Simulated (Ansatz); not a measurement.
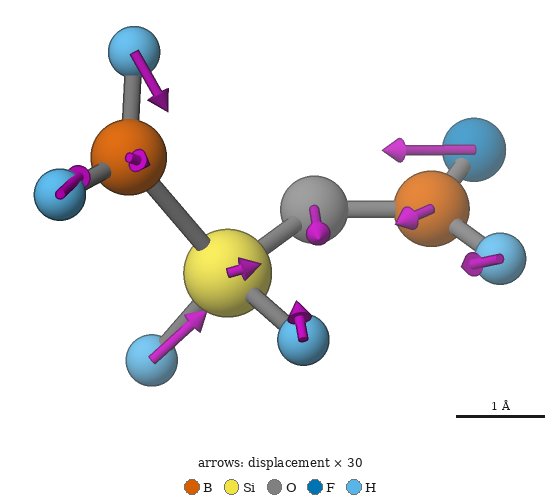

This is a relaxation of B2SiH5OF. The starting structure is drawn; purple arrows show the displacements, magnified 30 times. The two geometries are superimposed by the best rigid fit.

Style: ball-and-stick. Shown at a tilt.

The start comes from PBE-D4/def2-SVP.

Method: RKS PBE0-D4/def2-TZVP (Ansatz 0.2.0). (force threshold 0.005 eV/Å; at most 150 steps)

### Describe the change and its energy.

The energy falls by 1.17 kcal/mol in 6 accepted moves (7 points after the start). The largest force component goes from 0.63 to 0.0023 eV/Å. The line search rejected the trial step at point 4 of the run. The largest moves after the best rigid fit, 0.041 Å, are those of O and F atoms. By element the largest moves are F 0.041 Å, O 0.041 Å, H 0.036 Å, B 0.020 Å, Si 0.014 Å. Some distances before and after: O–Si 1.705 → 1.663 Å, B–H 1.220 → 1.199 Å, H–Si 1.512 → 1.493 Å, B–O 1.352 → 1.340 Å.
